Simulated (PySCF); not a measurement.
## Electronic structure of GeC (triplet) in real space

```yaml
atoms:
  - { symbol: Ge, position_ang: [0.0000, 0.0000, -0.2508] }
  - { symbol: C, position_ang: [0.0000, 0.0000, 1.5452] }
```

⟨S²⟩ = 2.06, above the pure value of 2.00.

Computed with PBE0/cc-pVTZ(-PP), non-relativistic Hamiltonian with scalar-relativistic core potentials where named, at a bond length of 1.796 Å (PySCF 2.14.0).

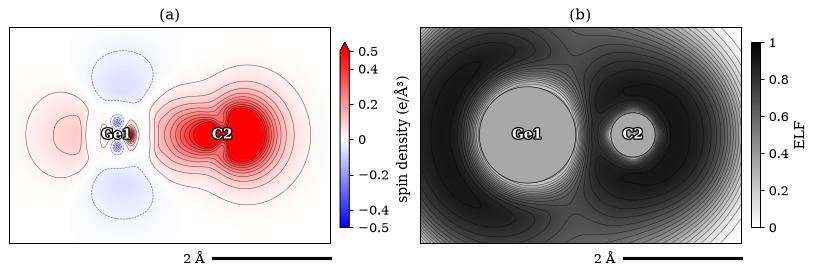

Figure 1. (a) spin density (α minus β); (b) electron localisation function on a plane that holds the molecular axis. Grey discs cover the atomic cores in the ELF map.

Q: Read the bonding off the picture.

A: The plane passes through Ge and C nuclei. C–Ge (1.80 Å): the ELF peaks at about 0.85 in the valence shell of C, 0.7 Å from its nucleus, and is about 0.40 at the midpoint. The ELF also peaks beside C2 and Ge1, away from the bonds: non-bonding electrons, paired or unpaired. The unpaired spin (2 electrons) lies mostly on C2 (about 1.5) and Ge1 (about 0.5), in electrons by Hirshfeld's partition.

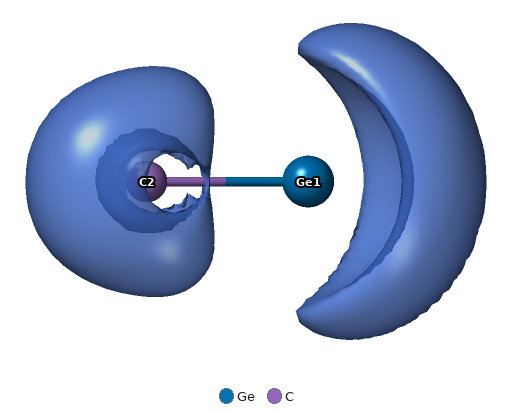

Figure 2. Isosurface of the ELF at 0.8 (blue), seen from one side. Only the valence region is drawn (cores and ρ < 0.01 e/Å³ removed).

Q: Where are the electrons localised?

A: At this value the surface marks out one ring or bowl of non-bonding electrons around C and one lobe on Ge, pointing away from the bonds (non-bonding electrons).

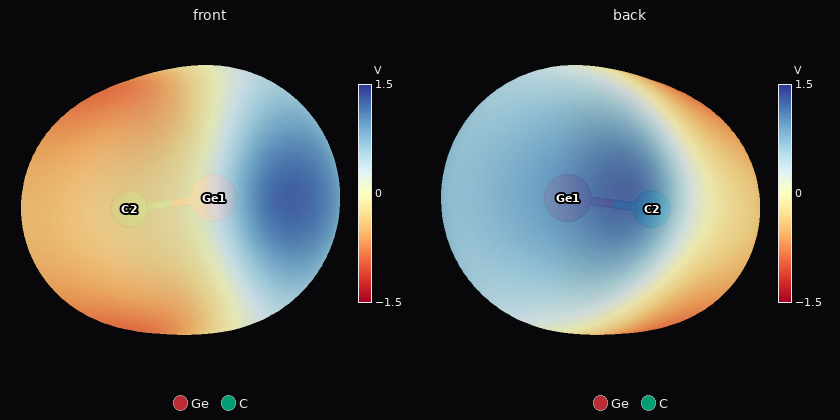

Figure 3. The molecular electrostatic potential painted on the density surface at 0.001 e/bohr³, seen from the front and from behind; red is negative and blue positive.

Q: Where is the surface potential most negative and most positive?

A: The most negative region (about −0.8 V, or −18 kcal/mol for a unit charge) lies over C2, the most positive (about +1.3 V, or +30 kcal/mol for a unit charge) over Ge1.
